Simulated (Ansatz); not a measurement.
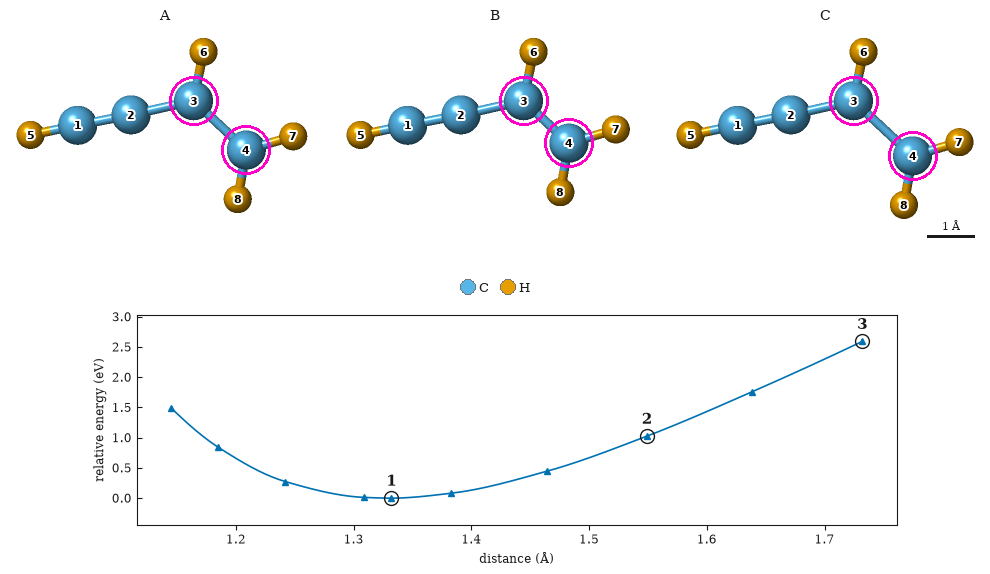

Energy scan for C₄H₄, in which the C3–C4 distance is varied, with the rest of the molecule carried along rigidly. The frames are shuffled; the numbered points of the plot belong to them. A ball-and-stick model, seen at a tilt. The ringed atoms are those of the scanned coordinate.

Level of theory: wB97M-V (def2-TZVPP, Ansatz), on geometries moved rigidly from the minimum at PBE0-D4/def2-TZVP. Energies are counted from the PBE0-D4/def2-TZVP minimum geometry at the same level.

### Match the frames to the points.

Point 1 is frame B (the distance 1.332 Å, 0.000 eV); 2 is frame A (the distance 1.549 Å, 1.024 eV); 3 is frame C (the distance 1.732 Å, 2.591 eV). The lowest computed point lies at the distance 1.332 Å (0.000 eV). At the ends of the scan the energy is 1.490 eV (1.145 Å) and 2.591 eV (1.732 Å). The curvature at the lowest point is about 62 eV/Å² (10 mdyn/Å). The well is steeper on the short side, as for any bond.
